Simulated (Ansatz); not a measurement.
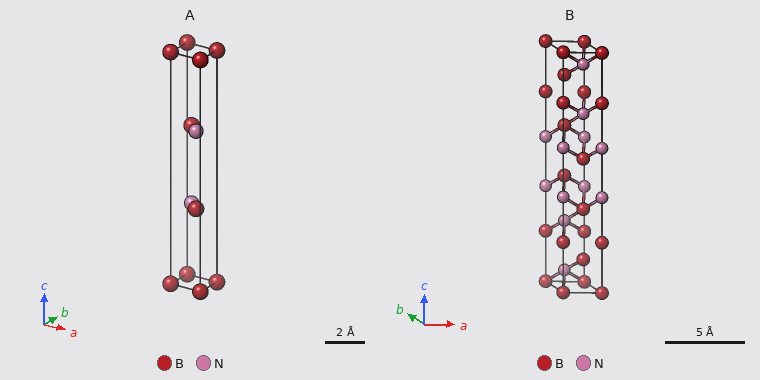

Two structures of B3N2, each relaxed to rest (conventional cells in solid outline, small ones repeated, not to one scale). Method: Ansatz, DFT PBE, scalar-relativistic, plane waves, PAW, without spin polarisation.

### Which two forms are compared?

A: 5 atoms a cell on a primitive hexagonal lattice, P-3m1. B: 15 atoms a cell on a rhombohedral (trigonal R) lattice, R-3m.

### Which has the lower energy, and by how much?

A is lower, by 1040 meV/atom at this level of theory (energies at zero smearing). Volumes: A 13.2, B 5.7 Å³/atom.

One or both may be structure types tried for this composition rather than known phases.
